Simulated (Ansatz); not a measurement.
## LaYO2F2 (P4mm): refractive index against wavelength

The refractive index of LaYO2F2 (P4mm) along x below the direct gap (4.77 eV on the mesh) is read from one computed spectrum, n = √(Re ε). x, y and z are the Cartesian axes of the input cell.

Cell: a, b, c = 3.973, 3.973, 5.708 Å (primitive vectors), 6 atoms.

Method: Ansatz 0.2.0, PBE, independent particles, k-mesh 6×6×6 with interpolation inside its cells, Gaussian parameter 0.1 eV.

Launch of the response step: `ansatz run input.yaml --threads 2 --pin off --max-ram 5120MiB --backend cpu --events-out ev --progress --plain --runs-dir out`. The run took 29 s, on 2 threads of AMD EPYC 9R45 96-Core Processor (Zen 5), on a shared host.

```
wavelength (nm)  photon energy E (eV)       n
            850                 1.459  1.9637
            700                 1.771  1.9739
            633                 1.959  1.9812
            532                 2.331  1.9987
            450                 2.755  2.0243
            405                 3.061       ?
            365                 3.397  2.0791
```

In the single-oscillator model n² − 1 = E₀E_d/(E₀² − E²), so 1/(n² − 1) = E₀/E_d − E²/(E₀E_d) is linear in E².

Working, on the rows shown:

| x = E² (eV²) | y = 1/(n² − 1) |
| --- | --- |
| 2.12762 | 0.350126 |
| 3.13716 | 0.34527 |
| 3.83641 | 0.341862 |
| 5.43137 | 0.333912 |
| 7.59115 | 0.322811 |
| 11.5384 | 0.300964 |

Means: x̄ = 5.6104, ȳ = 0.33249. Σ(x − x̄)(y − ȳ) = -0.316, Σ(x − x̄)² = 60.49. Slope = -0.316 / 60.49 = -0.005223; intercept = ȳ − slope · x̄ = 0.3618. Turned back into n, the line misses the rows shown by at most 0.0016.

Question: What does the fit predict for the withheld row, and how well does it do?

Answer: At x = 9.3718 the line gives y = 0.31284, that is 2.0485. The run gave 2.0476, so the interpolation is off by 0.00093, 0.8 % of the range in the table.

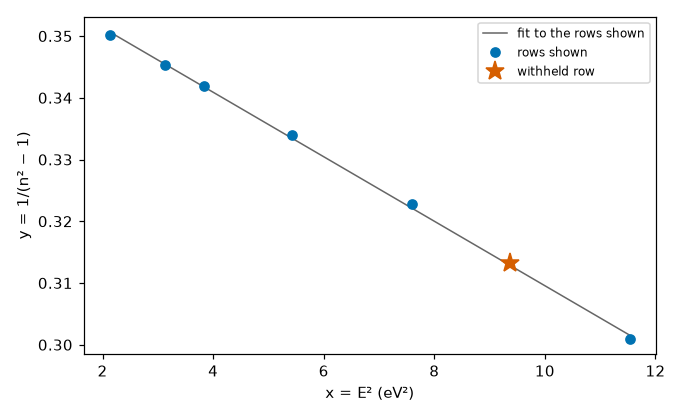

Refitted with all rows, the slope is -0.005207 and the intercept 0.36175. These give E₀ = √(intercept/−slope) = 8.34 eV and E_d = E₀/intercept = 23.0 eV; E₀ is 1.7 times the direct gap. The electronic limit at long wavelengths, without lattice vibrations, is n = √(1 + 1/intercept) = 1.940. The structure is a model and need not exist. Excitons are left out and so are local fields; PBE gaps are as a rule too small. Spin-orbit coupling is left out.

[Logs are printed without paths, hosts, clocks, repeated set-up lines and the standing remarks that a program may print on its own settings, such as how far it seeks lower states.]
